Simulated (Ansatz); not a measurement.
System: BHP (SMILES [B][PH-]) (charge −1).

```xyz
3

B    -0.1096   -0.8583    0.1303
P     0.2543    0.8489    0.5092
H    -0.0231   -0.1961    1.5456
```

Geometry: r2SCAN-D4/def2-SVPD.

Level of theory: isolated molecule in a Gaussian basis; Kohn-Sham density functional theory, functional PBE0 in Ansatz.

Question: What will maps of the electron density and electron localisation function show?

Answer: B–P (1.79 Å): ρ is about 1.1 e/Å³ halfway; the ELF peaks at about 0.90 between the atoms; localised, covalent bonding.
P–H (1.50 Å): ρ at the midpoint is about 0.9 e/Å³; the ELF climbs to about 1 towards the hydrogen, as it does in any bond to H.

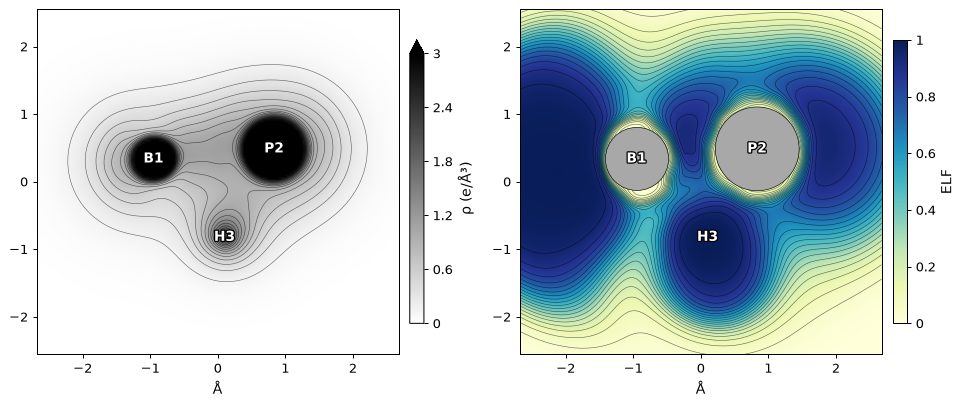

Computed electron density and electron localisation function on the molecular plane, in this order. Grey discs cover the atomic cores in the ELF map. 
